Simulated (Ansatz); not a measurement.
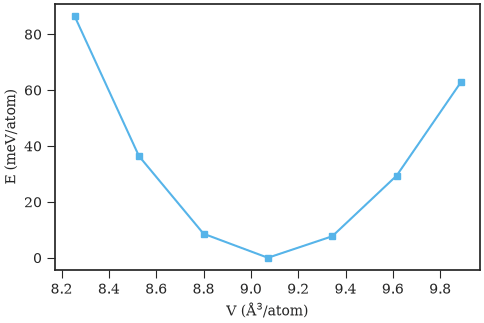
Figure: TiN (rock salt, Fm-3m) under volume change, LDA (plane waves, PAW; program Ansatz), scaled uniformly.

Task: What does a third-order Birch–Murnaghan fit give for V₀, B₀ and B′?

Result: V₀ = 9.07 Å³/atom, B₀ = 320 GPa, B′ = 4.2.

The LDA relaxation kept the symmetry of its start; of distortions, only those at the zone centre were tested. No spin polarisation was allowed.

Potentials: the later of the program's two PAW sets.
